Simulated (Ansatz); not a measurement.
## Electronic structure of Ga4Sb3As in real space

```xyz
8
Lattice="6.9924 0.0000 -0.0015 0.0000 4.2465 0.0000 -0.0016 0.0000 7.3468" Properties=species:S:1:pos:R:3 pbc="T T T"
As    6.9803    0.0000    2.4366
Sb    0.0177    2.1232    6.1229
Sb    3.4848    2.1232    1.2706
Sb    3.5163    0.0000    4.8628
Ga    2.4724    0.0000    2.4524
Ga    2.6599    2.1232    6.1320
Ga    6.1604    2.1232    1.3200
Ga    6.1679    0.0000    4.7832
```

Space group Pm; started from the ordered alloy on wurtzite lattice prototype, which need not be the ambient phase; computed pressure about 2 GPa in this cell.

Theory: DFT, PBE with spin-orbit coupling, plane waves, PAW (Ansatz 0.2.0).

Core electrons are frozen (PAW), and the valence fields are smoothed inside the atomic spheres.

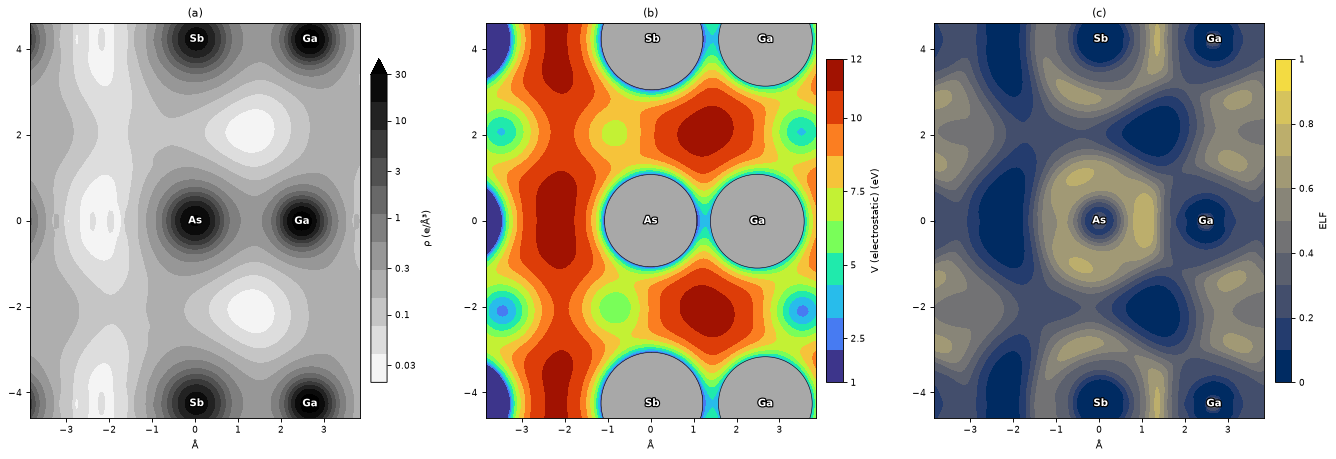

Figure 1. (a) valence pseudo-density; (b) electrostatic potential (local pseudopotential plus Hartree) felt by an electron; (c) electron localisation function on the (011) plane of the conventional cell. Grey discs cover the atomic cores in the potential map.

What does the map show?

- The section cuts through As, Sb and Ga sites.
- Ga–As (2.48 Å): the density is about 0.49 e/Å³ at the midpoint, with its minimum of 0.43 e/Å³ about 1.1 Å from Ga; the ELF peaks at about 0.80 between the atoms; localised, covalent bonding.
- Ga–Sb (2.64 Å): ρ at the midpoint is about 0.44 e/Å³; the ELF peaks at about 0.75 between the atoms.
- The density dies away to nearly zero in the voids.
- Outside the cores the potential energy rises away from the atoms and is highest about 2.2 Å from the nearest atoms; its zero is arbitrary.

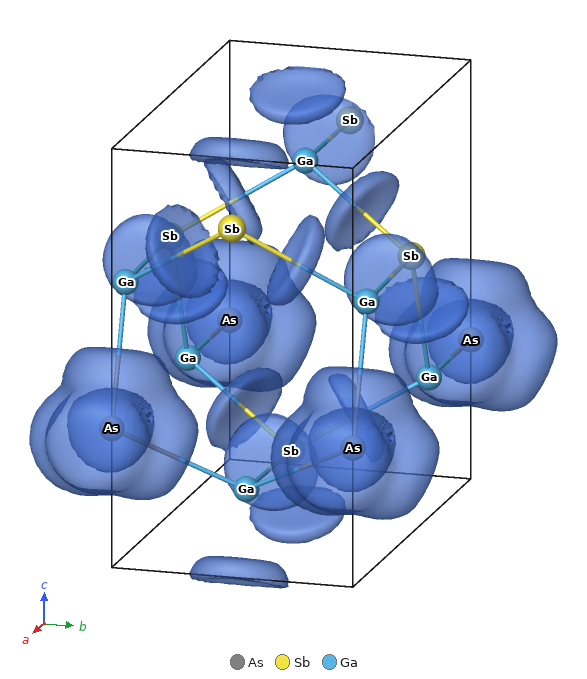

Figure 2. Isosurface of the ELF at 0.6 (blue), seen slightly off an axis. Core shells and regions of very low density are left out. Sticks mark near contacts.

Where are the electrons localised?

At this value the surface marks out twelve regions between bonded Ga–Sb atoms (shared pairs) and one region on As in which the atom's valence shell and bonds are merged, counted in one cell of 8 atoms. Regions shared between cells count once. Along the contacts the grid gives the following. Ga–Sb (2.62 Å): the ELF peaks at about 0.70 between the atoms.
